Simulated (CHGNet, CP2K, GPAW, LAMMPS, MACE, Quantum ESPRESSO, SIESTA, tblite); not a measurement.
**Glassy 72SiO2-17Al2O3-6BaO-6ZnO (mol %) (116 atoms): other programs against plane waves**

Aim: forces, pressure and gap of glassy 72SiO2-17Al2O3-6BaO-6ZnO (mol %) (116 atoms) at one geometry, from other programs and methods, against plane-wave PBE.

Results are calculated, not measured.

## Step 1: The cell

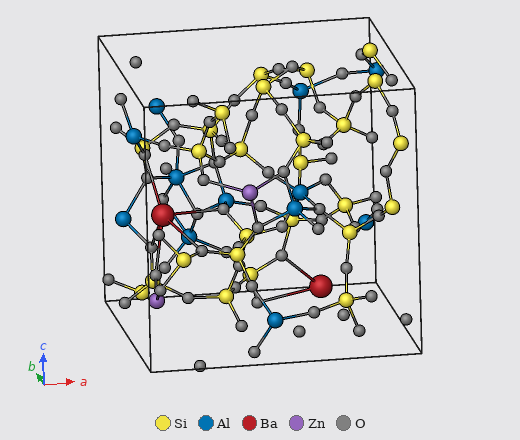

The cell (silicon yellow, aluminium blue, barium red, zinc purple, oxygen grey). Bonds to atoms that aren't drawn are left out. Some periodic images of atoms are drawn too.

The cell holds 116 atoms (26 Si, 12 Al, 2 Ba, 2 Zn and 74 O), with edges of 11.78, 11.78 and 11.78 Å. Recipe: 116 atoms (26 Si, 12 Al, 2 Ba, 2 Zn, 74 O) placed at random at 2.68 g/cm³, melted at 4000 K for 10 ps at fixed volume with the Morse and Coulomb pair potential with partial charges (Pedone, Malavasi, Menziani, Cormack and Segre, J. Phys. Chem. B 110, 11780 (2006)). Quenched from 4000 K to 300 K at 50 K/ps and fixed volume, held 5 ps. The density is 2.68 g/cm³.

## Step 2: The reference input

Quantum ESPRESSO 7.5: Kohn-Sham DFT, PBE, SSSP efficiency 1.3.0 pseudopotentials, plane waves. Its input, pw.in:

```
&control
  calculation = 'scf'
  pseudo_dir = './pseudo'
  outdir = './tmp'
  disk_io = 'none'
  tprnfor = .true.
  tstress = .true.
/
&system
  ibrav = 0
  nat = 116
  ntyp = 5
  ecutwfc = 60
  ecutrho = 480
  nosym = .true.
  occupations = 'smearing'
  smearing = 'fd'
  degauss = 0.003675
/
&electrons
  conv_thr = 5.8e-07
  electron_maxstep = 100
  mixing_beta = 0.4
  mixing_mode = 'plain'
  diagonalization = 'david'
/
ATOMIC_SPECIES
Si 28.085 Si.upf
Al 26.982 Al.upf
Ba 137.327 Ba.upf
Zn 65.380 Zn.upf
O 15.999 O.upf
CELL_PARAMETERS angstrom
11.78160 0.00000 0.00000
0.00000 11.78160 0.00000
0.00000 0.00000 11.78160
ATOMIC_POSITIONS crystal
Si 0.88821 0.20618 0.98172
Si 0.93360 0.58867 0.99120
Si 0.50032 0.35852 0.94657
Si 0.82006 0.54309 0.42674
[... 110 atom lines left out ...]
O 0.83012 0.30506 0.90112
O 0.60286 0.63350 0.93203
K_POINTS gamma
```

```console
$ OMP_NUM_THREADS=1 mpirun -np 4 pw.x -in pw.in > output.txt
```

Wall time 8.9 min (4 MPI ranks of Arm Neoverse V2, shared host); peak memory 5.9 GiB.

It converged with an r.m.s. force component of 1.5 eV/Å and a pressure of 4.5 GPa.

Its highest filled and lowest empty levels lie 2.62 eV apart on its k-points.

## Step 3: The other programs

- CHGNet: machine-learned potential, published weights.
- CP2K 2026.2: Gaussian basis with GTH pseudopotentials and a plane-wave density; labels give functional, basis (MOLOPT sets; SR short-range, UZH the newer set with its own potentials), grid cutoff/relative cutoff and solver (OT: orbital transformation; TRS4, TC2, SIGN: linear-scaling purification with its sparsity filter), or its built-in tight binding.
- GPAW 26.7.0: PAW with atomic orbitals (LCAO), plane waves or a real-space grid of spacing h.
- MACE: machine-learned potential, published weights.
- SIESTA 5.4.2: numerical atomic orbitals, whose automatically made sets are far from complete, with PseudoDojo norm-conserving potentials that we converted to its format (checked against plane waves on the same files for H, C, O, Si, Ge and Ca alone); labels give functional, basis size, energy shift and mesh cutoff.
- tblite 0.8.0: extended tight binding, driven from Python.

All use the same cell and atoms, and the electronic-structure runs the same k-mesh.

## Step 4: Side by side

Differences are against the reference: forces as r.m.s. over components, share as that over the reference's r.m.s. force, slope as the fitted ratio of a run's forces to the reference's.

```
                                                                      run  Δ force, r.m.s. (meV/Å)  share (%)  slope  Δ pressure (GPa)  Δ gap (eV)  cores  CPU time  memory (GiB)
                                                                reference                        -          -      -                 -           -      4    36 min           5.9
                                                  CHGNet r2SCAN potential                      301       20.7  0.837             -4.26           -      1     3.8 s           1.4
                    CP2K PBE, DZVP-MOLOPT-SR, 280/50 Ry, OT DIIS (coarse)                      299       20.5  0.988             0.043     -0.0508      2     7 min           1.1
                     CP2K PBE, DZVP-MOLOPT-SR, 800/50 Ry, diagonalisation                     98.6       6.77  0.977            -0.234     -0.0258      4   6.8 min            10
                     CP2K PBE, SZV-MOLOPT-SR, 800/50 Ry, OT DIIS (coarse)                     1002       68.8  1.346              18.4      -0.101      2   8.5 min           3.6
CP2K PBE, SZV-MOLOPT-SR, 800/50 Ry, TRS4 filter 1e-04, SCF 1e-05 (coarse)                     1004       69.0  1.345              18.6           -      2   1.8 min           3.5
CP2K PBE, SZV-MOLOPT-SR, 800/50 Ry, TRS4 filter 1e-05, SCF 1e-06 (coarse)                     1004       68.9  1.347              18.4           -      2     2 min           3.5
CP2K PBE, SZV-MOLOPT-SR, 800/50 Ry, TRS4 filter 1e-06, SCF 1e-06 (coarse)                     1004       68.9  1.347              18.4           -      2   2.1 min           3.5
                                             GPAW PBE, LCAO dzp, h 0.18 Å                      305       21.0  1.135                 -      -0.168      2     4 min           2.5
                                    GPAW PBE, LCAO dzp, h 0.25 Å (coarse)                      437       30.0  1.144                 -      -0.176      2   2.4 min           1.7
                                              MACE MP-0b2 small potential                     97.4       6.69  0.971           -0.0099           -      1     5.9 s          0.69
                                             MACE MP-0b3 medium potential                     85.2       5.85  0.969            -0.171           -      1     8.8 s           1.2
                              SIESTA PBE, DZP, shift 0.01 Ry, mesh 500 Ry                      159       10.9  1.052              2.16      0.0783      4   8.8 min           3.4
                     SIESTA PBE, SZP, shift 0.01 Ry, mesh 500 Ry (coarse)                      412       28.3  1.202              7.09       0.628      2   6.1 min           2.5
                           SIESTA PBEsol, DZP, shift 0.01 Ry, mesh 500 Ry                      127       8.70  1.031            -0.762       0.039      4   8.7 min           3.4
                                                          tblite GFN1-xTB                      659       45.2  0.962             -7.67           -      1      10 s          0.15
```

Rows marked coarse were listed beforehand as settings not expected to be converged; some can still land near the reference.

Times of the machine-learned potentials are mostly Python's start and the loading of weights.

Left out, with forces off by over 50 eV/Å: CP2K GFN1-xTB, OT DIIS.

CPU time is summed over cores on shared hosts, so it is rough.

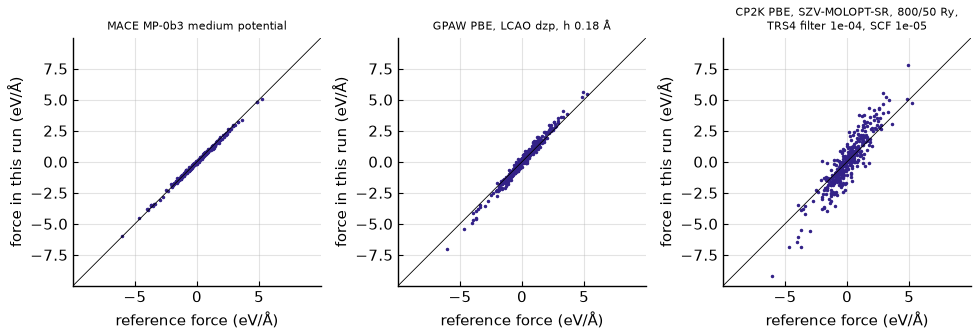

Force components against those of the reference; the line marks equality.

## Step 5: Findings

Forces lie from 5.8 % (MACE MP-0b3 medium potential) to 69 % (CP2K PBE, SZV-MOLOPT-SR, 800/50 Ry, TRS4 filter 1e-04, SCF 1e-05, coarse) of the reference's r.m.s. force of 1.5 eV/Å away from it. The PBE runs in local orbitals, coarse settings apart, differ by 6.8 % (CP2K PBE, DZVP-MOLOPT-SR, 800/50 Ry, diagonalisation) to 21 % (GPAW PBE, LCAO dzp, h 0.18 Å); basis, grid and potentials can all enter. Tight binding differs by 45 % (tblite GFN1-xTB); it is another model, with fitted parameters of its own, and the xTB methods hold dispersion. Machine-learned potentials differ by 5.8 % (MACE MP-0b3 medium potential) to 21 % (CHGNet r2SCAN potential); they were trained on other programs' data, some at another functional.

Rows with another functional or a dispersion term differ by 8.7 % (SIESTA PBEsol, DZP, shift 0.01 Ry, mesh 500 Ry), which mixes the change of model with differences of basis and potentials. Runs with settings chosen to be coarse differ by 21 % (CP2K PBE, DZVP-MOLOPT-SR, 280/50 Ry, OT DIIS) to 69 % (CP2K PBE, SZV-MOLOPT-SR, 800/50 Ry, TRS4 filter 1e-04, SCF 1e-05), their programs' other errors included. SIESTA PBE, SZP, shift 0.01 Ry, mesh 500 Ry stiffens the forces by a factor of 1.20 while following their directions (correlation 0.987); the slopes of the 3 SIESTA runs lie between 1.03 and 1.20. From CP2K PBE, DZVP-MOLOPT-SR, 280/50 Ry, OT DIIS to the finer CP2K PBE, DZVP-MOLOPT-SR, 800/50 Ry, diagonalisation the share falls from 21 to 6.8 %. From GPAW PBE, LCAO dzp, h 0.25 Å to the finer GPAW PBE, LCAO dzp, h 0.18 Å the share falls from 30 to 21 %. Pressures at PBE, coarse settings apart, lie -0.23 to +2.16 GPa from the reference's. Gaps at PBE, coarse settings apart, lie -0.17 to +0.08 eV from the reference's.

Caveats: Periodic xTB results under one method name differ between programs and library versions. The potentials hold different valence shells: 644 electrons in the reference, 628 in CP2K with SZV-MOLOPT-SR and 628 in GPAW; this bears on time and differences. The reference's pressure holds the uncorrected Pulay stress of its 60 Ry basis, so small pressure differences may be the reference's own error. Machine-learned potentials mimic data converged in k, so the reference's own k-point error enters their differences. The quench rate of 50 K/ps is many orders above laboratory rates, so the cell is likely richer in defects and strain than a real sample. The network of bonds at the start is that of the classical potential that made the cell, and needn't be the one that DFT or experiment would give. The electronic-structure runs sample only Γ, in a cell whose shortest periodic width is 12 Å. Spin–orbit coupling is left out, which matters for the levels of the heavy elements. Where levels are smeared, the DFT runs use Fermi–Dirac occupations at 580 K (0.05 eV), and energies are free energies. The reference's cutoffs and mesh weren't converged further here.

[Logs are printed without paths, hosts, clocks, repeated set-up lines and the standing remarks that a program may print on its own settings, such as how far it seeks lower states.]

[Hosts, paths, dates, database ids (printed as entryN), source tags and the programs' standing remarks are cut or masked in the printed files.]

[Cells were taken only where this reference lay near another plane-wave run.]
